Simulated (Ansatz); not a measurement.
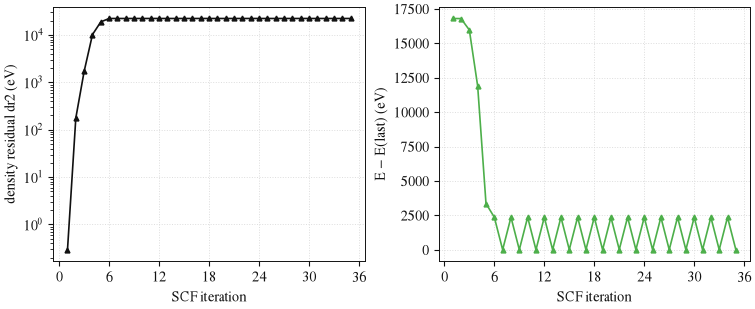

The plot shows the SCF iterations of a calculation: density residual dr2, Harris–Foulkes energy less its last value. The starting density is a sum of atomic densities corrected by a trained network.

YbOs (2 atoms in the cell), run with Ansatz.

```
crystal:
  lattice:
    - [3.3545099948, 0.0, 0.0]
    - [0.0, 3.3545099948, 0.0]
    - [0.0, 0.0, 3.3545099948]
  atoms:
    - { symbol: Yb, position: [0.0, 0.0, 0.0] }
    - { symbol: Os, position: [0.5, 0.5, 0.5] }
basis:
  ecutwfc: 420
  ecutrho_ratio: 4
kpoints:
  mp_grid: { grid: [10, 10, 10] }
hamiltonian:
  xc: pbe
scf:
  occupations: { method: gaussian, width: 0.05 }
  mixing: { algorithm: anderson, beta: 1.0, ndim: 1, preconditioner: none }
  max_iter: 50
output:
  forces: true
  stress: true
```

Run as:
```bash
ansatz run input.yaml --threads 2 --pin off --max-ram 2662MiB --backend cpu --events-out ev --progress --plain --runs-dir out
```

How did this run end?

It did not finish: the time limit cut it off after 35 iterations. The residual first climbs from 0.29. In the end the energy jumps back and forth between two values on alternate steps while the residual stays near 2.2 × 10⁴, so the iteration is locked in a two-step cycle.

Read the residual at the first and at the last step drawn.

It starts near 0.3 and ends near 2 × 10⁴ eV.

Why did it fail, and what helps?

The input holds a fault, mixing far too strong: scf.mixing set to {"algorithm": "anderson", "beta": 1.0, "ndim": 1, "preconditioner": "none"}. The plot doesn't show it to be the cause; the time allowed was short.
